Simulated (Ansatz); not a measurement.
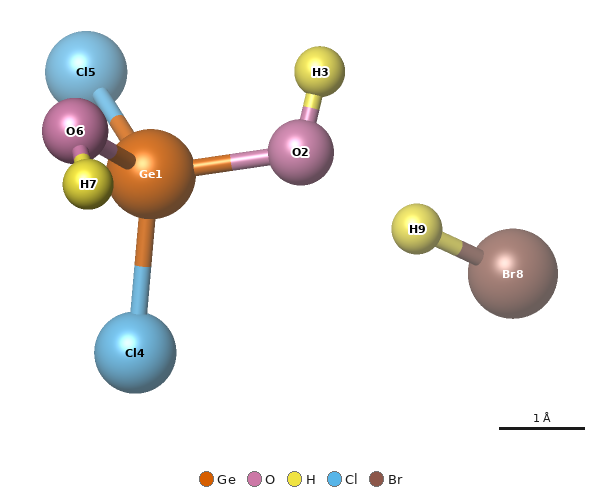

**Figure 1.** The input geometry (ball-and-stick view, seen at a tilt; atoms are numbered from 1 in the order of the input). Sticks mark near contacts. Bond lengths as drawn: Br–H 1.46 Å, Cl–Ge 2.14 to 2.15 Å, Ge–O 1.77 to 1.80 Å and H–O 0.98 Å.

## Run report: GeH3BrCl2O2, nudged elastic band (part 1 of 2)

GeH3BrCl2O2, computed with RKS PBE/def2-SVP (Ansatz 0.2.0).

The run did not end well. One setting was made poor on purpose. It belongs to a series of runs on one base structure; here: band between the two ends.

### The input
```yaml
crystal:
  periodic: [false, false, false]
  atoms:
    - { symbol: Ge, position_ang: [-0.382393, -0.210424, -0.180415] }
    - { symbol: O, position_ang: [-0.07389, 0.333293, 1.504659] }
    - { symbol: H, position_ang: [-0.900686, 0.633663, 1.934021] }
    - { symbol: Cl, position_ang: [1.573183, -0.331277, -1.053856] }
    - { symbol: Cl, position_ang: [-1.671448, 1.178989, -1.182776] }
    - { symbol: O, position_ang: [-1.23443, -1.765377, -0.226864] }
    - { symbol: H, position_ang: [-0.63344, -2.489344, 0.039646] }
    - { symbol: Br, position_ang: [2.174833, 2.506304, 2.623762] }
    - { symbol: H, position_ang: [1.270972, 1.496472, 2.086523] }
basis:
  gaussian: { orbitals: def2-SVP }
hamiltonian:
  xc: pbe
neb:
  order_check: false
  images: 7
  f_tol: 0.05
  max_iterations: 10
  final_atoms:
    - { symbol: Ge, position_ang: [0.67132788, 0.14633237, -0.45677454] }
    - { symbol: O, position_ang: [-1.09262846, -0.02426702, 2.32121094] }
    - { symbol: H, position_ang: [-1.55447745, 0.61825169, 1.74279014] }
    - { symbol: Cl, position_ang: [1.45722175, -0.32867241, -2.39533328] }
    - { symbol: Cl, position_ang: [-1.04224454, 1.49058407, -0.69531687] }
    - { symbol: O, position_ang: [0.17606806, -1.34413193, 0.32860372] }
    - { symbol: H, position_ang: [-0.31804619, -1.06041568, 1.15688595] }
    - { symbol: Br, position_ang: [2.24304294, 1.33559154, 0.7694027] }
    - { symbol: H, position_ang: [-0.41756299, 0.51902636, 2.77323125] }
  initial_path:
    images:
      - { positions_ang: [[-0.382393, -0.210424, -0.180415], [-0.07389, 0.333293, 1.504659], [-0.900686, 0.633663, 1.934021], [1.573183, -0.331277, -1.053856], [-1.671448, 1.178989, -1.182776], [-1.23443, -1.765377, -0.226864], [-0.63344, -2.489344, 0.039646], [2.174833, 2.506304, 2.623762], [1.270972, 1.496472, 2.086523]] }
      - { positions_ang: [[-0.28472666, -0.16869879, -0.13227515], [-0.05895189, 0.27672157, 1.66016292], [-0.90646329, 0.43499137, 2.06903745], [1.707219, -0.26596021, -0.96662083], [-1.51623085, 1.30868703, -1.10314469], [-1.1263709, -1.70810105, -0.2904237], [-0.78994316, -2.35489924, 0.10923779], [1.97865217, 2.42081954, 2.14862524], [1.11951658, 1.40873877, 2.05010097]] }
      - { positions_ang: [[-0.18706032, -0.12697358, -0.08413531], [-0.04401378, 0.22015014, 1.81566684], [-0.91224058, 0.23631974, 2.2040539], [1.841255, -0.20064342, -0.87938566], [-1.3610137, 1.43838506, -1.02351338], [-1.01831179, -1.6508251, -0.35398341], [-0.94644632, -2.22045448, 0.17882957], [1.78247134, 2.33533509, 1.67348849], [0.96806115, 1.32100554, 2.01367895]] }
      - { positions_ang: [[-0.08939398, -0.08524837, -0.03599546], [-0.02907567, 0.16357871, 1.97117076], [-0.91801787, 0.03764812, 2.33907035], [1.97529099, -0.13532663, -0.79215049], [-1.20579654, 1.5680831, -0.94388207], [-0.91025269, -1.59354915, -0.41754311], [-1.10294949, -2.08600972, 0.24842136], [1.58629052, 2.24985063, 1.19835173], [0.81660573, 1.23327231, 1.97725692]] }
      - { positions_ang: [[0.00827236, -0.04352316, 0.01214439], [-0.01413756, 0.10700728, 2.12667469], [-0.92379516, -0.16102351, 2.4740868], [2.10932699, -0.07000985, -0.70491532], [-1.05057939, 1.69778113, -0.86425076], [-0.80219359, -1.5362732, -0.48110282], [-1.25945265, -1.95156496, 0.31801314], [1.39010969, 2.16436618, 0.72321498], [0.66515031, 1.14553908, 1.9408349]] }
      - { positions_ang: [[0.17403624, 0.00394072, -0.10508534], [-0.28376029, 0.07418871, 2.17530875], [-1.08146573, 0.03379529, 2.29126263], [1.94630068, -0.13467549, -1.12751981], [-1.04849568, 1.64598186, -0.82201729], [-0.55762818, -1.48823788, -0.27867618], [-1.02410103, -1.72877764, 0.52773135], [1.603343, 1.95717252, 0.73476191], [0.39447199, 0.9889109, 2.14893399]] }
      - { positions_ang: [[0.33980012, 0.05140461, -0.22231508], [-0.55338301, 0.04137013, 2.22394281], [-1.2391363, 0.22861409, 2.10843847], [1.78327437, -0.19934113, -1.5501243], [-1.04641197, 1.5941826, -0.77978381], [-0.31306276, -1.44020256, -0.07624955], [-0.78874942, -1.50599032, 0.73744955], [1.81657631, 1.74997886, 0.74630884], [0.12379366, 0.83228272, 2.35703307]] }
      - { positions_ang: [[0.505564, 0.09886849, -0.33954481], [-0.82300574, 0.00855156, 2.27257687], [-1.39680688, 0.42343289, 1.92561431], [1.62024806, -0.26400677, -1.97272879], [-1.04432825, 1.54238333, -0.73755034], [-0.06849735, -1.39216724, 0.12617708], [-0.5533978, -1.283203, 0.94716775], [2.02980963, 1.5427852, 0.75785577], [-0.14688466, 0.67565454, 2.56513216]] }
      - { positions_ang: [[0.67132788, 0.14633237, -0.45677454], [-1.09262846, -0.02426702, 2.32121094], [-1.55447745, 0.61825169, 1.74279014], [1.45722175, -0.32867241, -2.39533328], [-1.04224454, 1.49058407, -0.69531687], [0.17606806, -1.34413193, 0.32860372], [-0.31804619, -1.06041568, 1.15688595], [2.24304294, 1.33559154, 0.7694027], [-0.41756299, 0.51902636, 2.77323125]] }
```

Run on 4 threads of Arm Neoverse V2, 24 GiB of memory available, shared host.

Launched with:
```bash
ansatz run input.yaml --threads 4 --pin off --max-ram 5120MiB --backend cpu --events-out ev --progress --plain --runs-dir out
```

### Output
```
Engine: ansatz 0.2.0, aarch64-unknown-linux-gnu
Functional definition: PBE
  parameter kappa = 0.804
  parameter beta = 0.06672455060314922
  exchange = pbe_x(kappa = kappa, mu = beta*pi^2/3)
  correlation = pbe_c(beta = beta)
1546 factors; their error is unknown
mean field evaluation 1: about -155686.3257 eV, gradient 7.7e1 eV
mean field evaluation 2: about -155611.0521 eV, gradient 2.0e2 eV
mean field evaluation 4: about -155695.9748 eV, gradient 1.6e1 eV
mean field evaluation 8: about -155696.5317 eV, gradient 8.5e-2 eV
mean field evaluation 16: about -155696.4156 eV, gradient 4.1e-5 eV
mean field -155696.41559866 eV, -5721.7377384298 hartree, gradient 4.1e-5 eV, S^2 0.000000; 0 other end points of the search recorded, 0 dependent functions left out
the calculation of the forces begins
reference -155696.41563575 eV, -5721.7377397928 hartree; 60, 60 occupied and 83, 83 virtual orbitals, 1546 factors
1546 factors; their error is unknown
mean field evaluation 32: about -155697.0868 eV, gradient 8.7e-4 eV
mean field -155697.08683062 eV, -5721.7624057494 hartree, gradient 7.2e-5 eV, S^2 0.000000; 0 other end points of the search recorded, 0 dependent functions left out
[... from here on the field's lines of each further geometry are left out, up to the last ...]
NEB iter   1: max|band force component| = 3.350e1 eV/Å  barrier→ = 4.3778 eV  barrier← = 5.0490 eV  Δτ_max = 0.2000 Å  (267 SCF iters)
NEB iter   2: max|band force component| = 2.235e0 eV/Å  barrier→ = 1.4961 eV  barrier← = 2.1673 eV  Δτ_max = 0.2000 Å  (233 SCF iters)
NEB iter   3: max|band force component| = 1.247e0 eV/Å  barrier→ = 0.8928 eV  barrier← = 1.5641 eV  Δτ_max = 0.1990 Å  (213 SCF iters)
NEB iter   4: max|band force component| = 2.406e0 eV/Å  barrier→ = 1.0844 eV  barrier← = 1.7556 eV  Δτ_max = 0.0993 Å  (213 SCF iters)
NEB iter   5: max|band force component| = 1.200e0 eV/Å  barrier→ = 0.6284 eV  barrier← = 1.2997 eV  Δτ_max = 0.1238 Å  (205 SCF iters)
NEB iter   6: max|band force component| = 5.055e-1 eV/Å  barrier→ = 0.5522 eV  barrier← = 1.2235 eV  Δτ_max = 0.1625 Å  (196 SCF iters)
NEB iter   7: max|band force component| = 6.307e-1 eV/Å  barrier→ = 0.5045 eV  barrier← = 1.1757 eV  Δτ_max = 0.0815 Å  (207 SCF iters)
NEB iter   8: max|band force component| = 4.465e-1 eV/Å  barrier→ = 0.4817 eV  barrier← = 1.1529 eV  CI = image 3  Δτ_max = 0.0813 Å  (198 SCF iters)
NEB iter   9: max|band force component| = 5.032e-1 eV/Å  barrier→ = 0.5966 eV  barrier← = 1.2678 eV  CI = image 3  Δτ_max = 0.0416 Å  (200 SCF iters)
the calculation of the forces begins
reference -155696.87447376 eV, -5721.7546017788 hartree; 60, 60 occupied and 83, 83 virtual orbitals, 1546 factors
these checks for a lower state are left out or cut short: starts, cluster_reference, orbital_swaps, neighbouring_geometries, increment
1546 factors; their error is unknown
mean field -155697.07792909 eV, -5721.7620786242 hartree, gradient 1.7e-5 eV, S^2 0.000000; 0 other end points of the search recorded, 0 dependent functions left out
the calculation of the forces begins
reference -155697.07796252 eV, -5721.7620798527 hartree; 60, 60 occupied and 83, 83 virtual orbitals, 1546 factors
NEB iter  10: max|band force component| = 5.241e-1 eV/Å  barrier→ = 0.6236 eV  barrier← = 1.2949 eV  CI = image 3  Δτ_max = 0.0825 Å  (198 SCF iters)
```

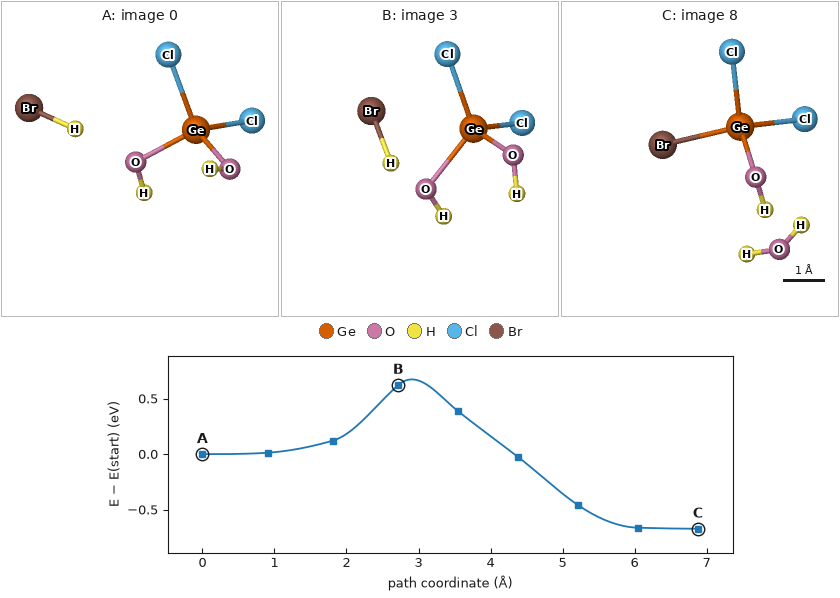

**Figure 2.** Images of the last band (counted from 0; ball-and-stick, seen at a tilt) above the energy along the path; the line is a cubic interpolation that uses the forces. The highest image is number 3, 0.624 eV above the start and 1.295 eV above the end (the climbing image); the end lies 0.671 eV below the start. The path is 6.88 Å long. The band had not converged after 10 iterations.
